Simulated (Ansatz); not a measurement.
**Fields on a plane of GaAs (zinc blende)**

```
CELL_PARAMETERS angstrom
      0.00000     2.87279     2.87279
      2.87279     0.00000     2.87279
      2.87279     2.87279     0.00000
ATOMIC_POSITIONS crystal
  As 0.75000 0.75000 0.75000
  Ga 0.00000 0.00000 0.00000
```

The slice is a {111} plane (indices of the conventional cell) through the point (0.750, 0.750, 0.750) (fractional), spanned by u = [100] and v = [-1 2 0] in vectors of this cell: u (4.06 Å) and v (7.04 Å, at 90° to u). It covers one period; positions are fractions (u, v).

Atoms on it: As at (0.00, 0.00); As at (0.50, 0.50). Other atoms lie within 1 Å of the plane.

These are PBE (plane waves to 420 eV, PAW, scalar-relativistic; Ansatz, an electronic-structure program) values and carry that method's errors. k mesh 10×10×10. Inside the PAW spheres the values are not all-electron values, and peaks at nuclei hang on which shells count as valence. GaAs was relaxed with its symmetry unable to fall.

```
|xx=#%%#=:.:=#%%#=x|
|xx*%%#*-...-*#%%*x|
|##%%#*=:   :=*#%%#|
|@@@%#+-.   .-+#%@@|
|@@@%*=.     .=*%@@|
|@@%#+:.     .:+#%@|
|++++-:.     .:-+++|
|-----:.......:----|
|--------===-------|
|----=+*******+=---|
|----*%%%###%%%*---|
|---=#@@%%%%%@@#=--|
|--=*@@@%###%@@@*=-|
|--+%@@%#xxx#%@@%+-|
|-=*%@@%=xxx=%@@%*=|
|--+%@%#xxxxx#%@%+-|
|.:=#%%#=xxx=#%%#=:|
|..-*#%%*xxx*%%#*-.|
|  :=*#%%###%%#*=: |
|  .-+#%@@@@@%#+-. |
|   .=*%@@@@@%*=.  |
|   .:+#%@@@%#+:.  |
|   .:-+++++++-:.  |
|....:---------:...|
|==---------------=|
|****+=-------=+***|
|##%%%*-------*%%%#|
|%%%@@#=-----=#@@%%|
|##%@@@*=---=*@@@%#|
|xx#%@@%+---+%@@%#x|
|xx=%@@%*=-=*%@@%=x|
|xxx#%@%+---+%@%#xx|
```
Scale: ten equal steps from 0.02 (start of ' ') to 0.76 (end of '@'), in the order ' .:-=+*#%@'. Values: electron localisation function (ELF). The map has 18 points along u (one character each, u = 0 at the left) and 32 along v (v = 0 in the bottom row). Points within 0.5 Å of a nucleus are blanked (x), as the pseudised field means little there.

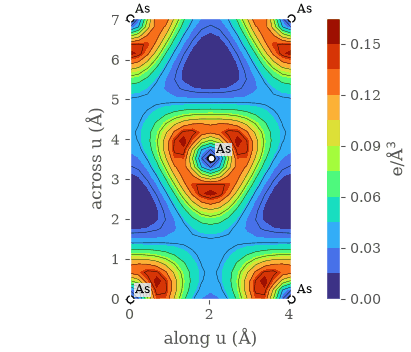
Figure. Density of the highest valence band (whole band, smooth part) in e/Å³, one period of the plane, atoms marked.
